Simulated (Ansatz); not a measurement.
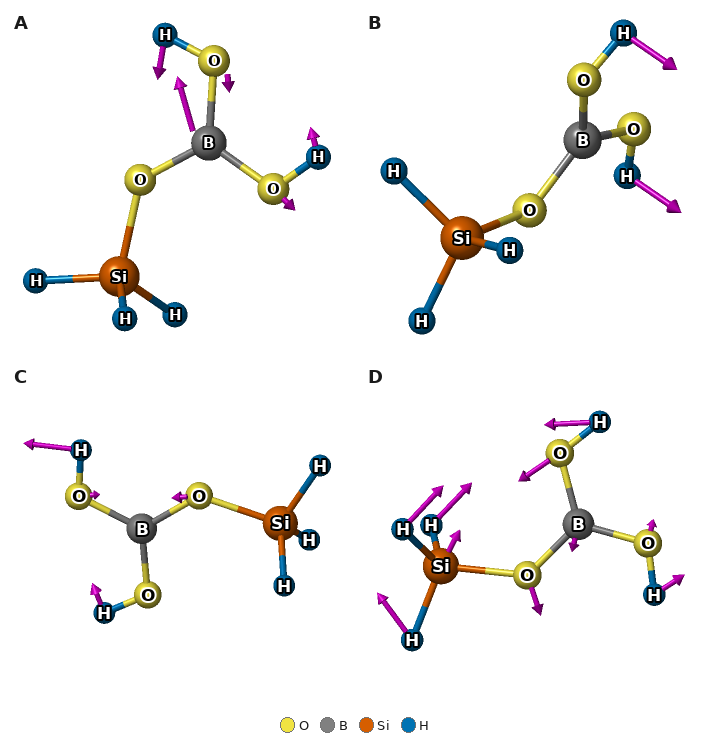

4 normal modes of one molecule or complex, as arrows. Harmonic vibrations computed with RKS PBE0-D4/def2-TZVP (Ansatz 0.2.0) at a stationary point of the same level.

Match the panels to the wavenumbers 114 cm⁻¹, 487 cm⁻¹, 1077 cm⁻¹, 1451 cm⁻¹.

Answer. A: 1451 cm⁻¹
B: 487 cm⁻¹, a torsion or out-of-plane motion in which bond lengths and bond angles hardly change
C: 1077 cm⁻¹
D: 114 cm⁻¹
